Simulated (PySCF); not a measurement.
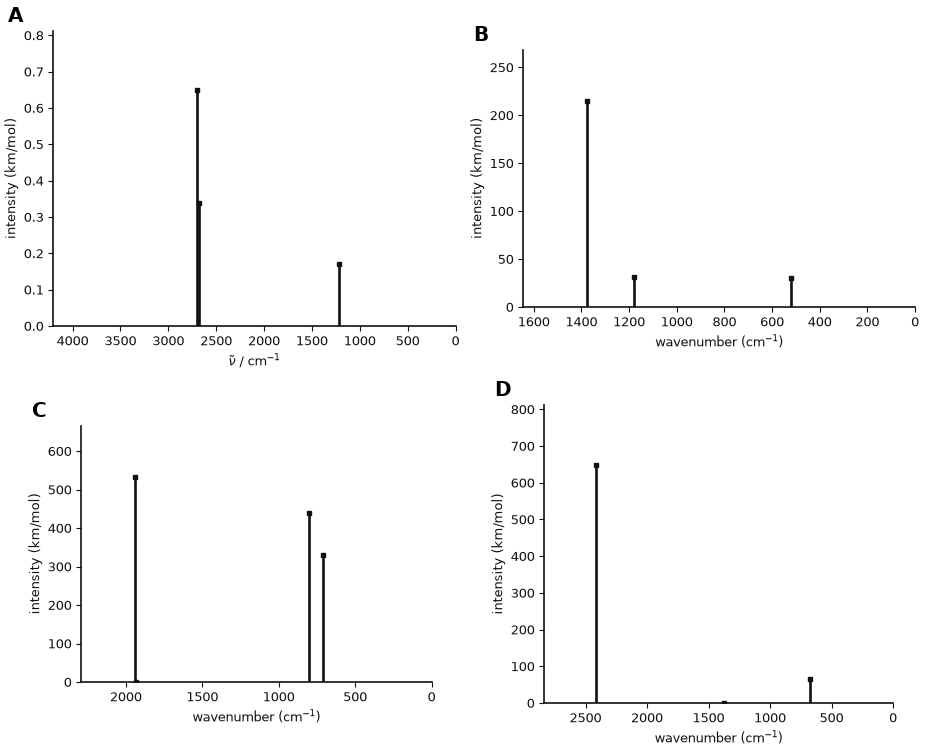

Unscaled harmonic wavenumbers and double-harmonic intensities, B3LYP/def2-TZVP, PySCF, isolated molecule. Structures are the lowest points that the searches found. Degenerate modes count as one line, with their intensities summed.

**Pair each panel with its molecule.**
1. SH₂, singlet
2. CO₂, singlet
3. SO₂, singlet
4. AlH₃, singlet

A: 1 (most intense lines at 2697.2, 2683.7 and 1215.3 cm⁻¹)
B: 3 (most intense lines at 1377.0, 1179.6 and 522.4 cm⁻¹)
C: 4 (most intense lines at 1939.9, 801.0 and 710.4 cm⁻¹)
D: 2 (most intense lines at 2412.0 and 677.0 cm⁻¹)
